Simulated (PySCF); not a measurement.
## Run report: CN (charge −1), GW calculation

The run: GW calculation of CN, charge −1. Method and program: G0W0 (TPSSh)/cc-pV5Z, RKS (PySCF 2.14.0).

The geometry comes from this level: PBE0-D4/def2-TZVPD.

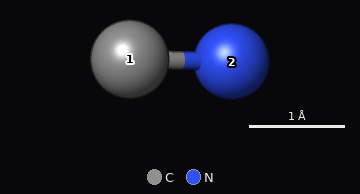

The structure as given in the input (ball-and-stick view, seen at a tilt; atoms are numbered from 1 in the order of the input).

### The input (job.py)
```python
# [C-]#N
from pyscf import gto, dft, gw

molecule = gto.M(
    atom=[
    ('C', (0.499700, -0.161700, 0.257300)),
    ('N', (-0.499700, 0.161700, -0.257300)),
],
    max_memory=1860,
    basis='cc-pv5z',
    verbose=4,
    charge=-1,
)

mf = dft.RKS(molecule, xc='tpssh')
mf.conv_tol = 1e-10
mf.grids.level = 4
mf.kernel()
if not mf.converged:
    mf = mf.newton().run(mf.mo_coeff, mf.mo_occ)

e_tot = mf.e_tot
print('Final energy', e_tot)

nocc = molecule.nelec[0]
orbs = list(range(max(0, nocc - 2), min(molecule.nao, nocc + 2)))
mygw = gw.GW(mf, freq_int='ac')
mygw.orbs = orbs
mygw.kernel()
print('orbital   mean field (eV)   quasiparticle (eV)')
for p in orbs:
    print('%4d %12.4f %12.4f' % (p + 1, mf.mo_energy[p] * 27.211386, mygw.mo_energy[p] * 27.211386))
```

Hardware: 1 thread of Arm Neoverse V2, 24 GiB of memory available, shared host.

Command:
```bash
OMP_NUM_THREADS=1 python job.py
```

### What the program printed
```
PySCF version 2.14.0

[INPUT] num. atoms = 2
[INPUT] num. electrons = 14
[INPUT] charge = -1
[INPUT] spin (= nelec alpha-beta = 2S) = 0
[INPUT] symmetry False subgroup None
[INPUT] Mole.unit = angstrom
[INPUT] Symbol           X                Y                Z      unit          X                Y                Z       unit  Magmom
[INPUT]  1 C      0.499700000000  -0.161700000000   0.257300000000 AA    0.944296144445  -0.305568714342   0.486226531851 Bohr   0.0
[INPUT]  2 N     -0.499700000000   0.161700000000  -0.257300000000 AA   -0.944296144445   0.305568714342  -0.486226531851 Bohr   0.0

nuclear repulsion = 19.0009562908665
number of shells = 40
number of NR pGTOs = 216
number of NR cGTOs = 182
basis = cc-pv5z
ecp = {}

******** <class 'pyscf.dft.rks.RKS'> ********
method = RKS
initial guess = minao
damping factor = 0
level_shift factor = 0
DIIS = <class 'pyscf.scf.diis.CDIIS'>
diis_start_cycle = 1
diis_space = 8
diis_damp = 0
SCF conv_tol = 1e-10
SCF conv_tol_grad = None
SCF max_cycles = 50
direct_scf = True
direct_scf_tol = 1e-13
XC library pyscf.dft.libxc version 7.0.0
    S. Lehtola, C. Steigemann, M. J.T. Oliveira, and M. A.L. Marques.,  SoftwareX 7, 1–5 (2018)
XC functionals = tpssh
radial grids:
    Treutler-Ahlrichs [JCP 102, 346 (1995); DOI:10.1063/1.469408] (M4) radial grids

becke partition: Becke, JCP 88, 2547 (1988); DOI:10.1063/1.454033
pruning grids: <function nwchem_prune>
grids dens level: 4
symmetrized grids: False
atomic radii adjust function: <function treutler_atomic_radii_adjust>
small_rho_cutoff = 0
Set gradient conv threshold to 1e-05
Initial guess from minao.
tot grids = 56488
init E= -92.8830916139834
  HOMO = -0.3167891898942  LUMO = -0.0285706951322867  gap/eV = 7.84282
cycle= 1 E= -92.8269442169821  delta_E= 0.0561  |g|= 0.465  |ddm|= 1.51
  HOMO = 0.0952045260519281  LUMO = 0.301213690271528  gap/eV = 5.60579
cycle= 2 E= -92.7073226891579  delta_E= 0.12  |g|= 0.856  |ddm|= 25.1
  HOMO = 0.00757757978608886  LUMO = 0.27223953757122  gap/eV = 7.20182
cycle= 3 E= -92.8826533987467  delta_E= -0.175  |g|= 0.219  |ddm|= 16.8
  HOMO = -0.0179547066624455  LUMO = 0.262627060383935  gap/eV = 7.63502
cycle= 4 E= -92.8941061980892  delta_E= -0.0115  |g|= 0.0286  |ddm|=  2.1
  HOMO = -0.0170697780102369  LUMO = 0.263576557818446  gap/eV = 7.63678
cycle= 5 E= -92.8942804352245  delta_E= -0.000174  |g|= 0.00295  |ddm|= 0.371
  HOMO = -0.0165617254242374  LUMO = 0.263801742204206  gap/eV = 7.62908
cycle= 6 E= -92.8942826661977  delta_E= -2.23e-06  |g|= 0.000713  |ddm|= 0.05
  HOMO = -0.0166672025169721  LUMO = 0.263763783135223  gap/eV = 7.63092
cycle= 7 E= -92.8942827822117  delta_E= -1.16e-07  |g|= 8.02e-05  |ddm|= 0.0106
  HOMO = -0.0166625542669081  LUMO = 0.263766936093765  gap/eV = 7.63088
cycle= 8 E= -92.8942827837788  delta_E= -1.57e-09  |g|= 3.98e-06  |ddm|= 0.000282
  HOMO = -0.016661936577302  LUMO = 0.263767286805049  gap/eV = 7.63087
cycle= 9 E= -92.8942827837824  delta_E= -3.61e-12  |g|= 1.76e-07  |ddm|= 2.6e-05
  HOMO = -0.0166619549651266  LUMO = 0.26376727350374  gap/eV = 7.63087
```

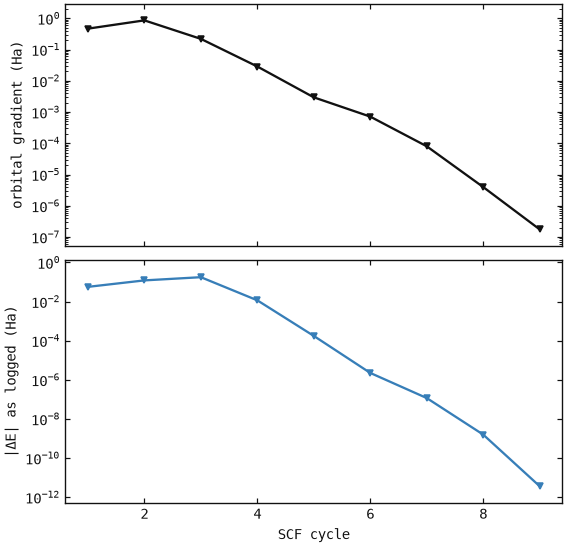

Convergence of the self-consistent field: orbital gradient and size of the energy change against the SCF cycle. The residual falls almost steadily, with no more than small rises.

```
Extra cycle  E= -92.8942827837824  delta_E= 2.84e-14  |g|= 1.16e-07  |ddm|= 5.13e-06
converged SCF energy = -92.8942827837824
Final energy -92.89428278378242

******** <class 'pyscf.gw.gw_ac.GWAC'> ********
method = GWAC
GW nocc = 7, nvir = 175
frozen orbitals = None
off-diagonal self-energy = False
GW density matrix = False
density-fitting for exchange = False
outcore for self-energy= False
broadening parameter = 5.000e-03
number of grids = 100
analytic continuation method = pade
imaginary frequency cutoff = 5.0
Pade points = 18
Pade step ratio = 0.667
use perturbative linearized QP eqn = False
QPE max iter = 100
QPE tolerance = 1.0e-06

Starting get_sigma_diag main loop with 100 frequency points.
   0    1    2    3    4    5    6    7    8    9   10   11
  12   13   14   15   16   17   18   19   20   21   22   23
  24   25   26   27   28   29   30   31   32   33   34   35
  36   37   38   39   40   41   42   43   44   45   46   47
  48   49   50   51   52   53   54   55   56   57   58   59
  60   61   62   63   64   65   66   67   68   69   70   71
  72   73   74   75   76   77   78   79   80   81   82   83
  84   85   86   87   88   89   90   91   92   93   94   95
  96   97   98   99
Finished get_sigma_diag main loop.

WARN: GW QP energies may not be sorted from min to max

orbital   mean field (eV)   quasiparticle (eV)
   6      -1.4180      -4.6370
   7      -0.4534      -3.4494
   8       7.1775       9.4397
   9       7.1775       9.4397
```

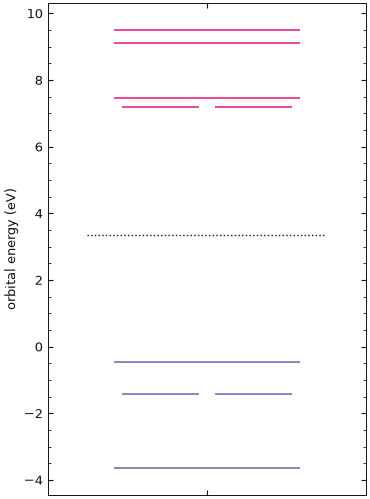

Orbital energies near the frontier; the dotted line parts filled from empty levels, and levels within 0.02 eV of each other stand side by side. Highest filled −0.45 eV, lowest empty 7.18 eV, 7.63 eV apart.

### Summary

- outcome: converged
- total energy: −92.894283 hartree
- basis functions: 182
- HOMO: −0.45 eV
- LUMO: 7.18 eV
- wall time: 50 s
- peak memory: 1.8 GiB

### Remarks

The record of the run, not the program, notes: dipole of an ion depends on the origin.
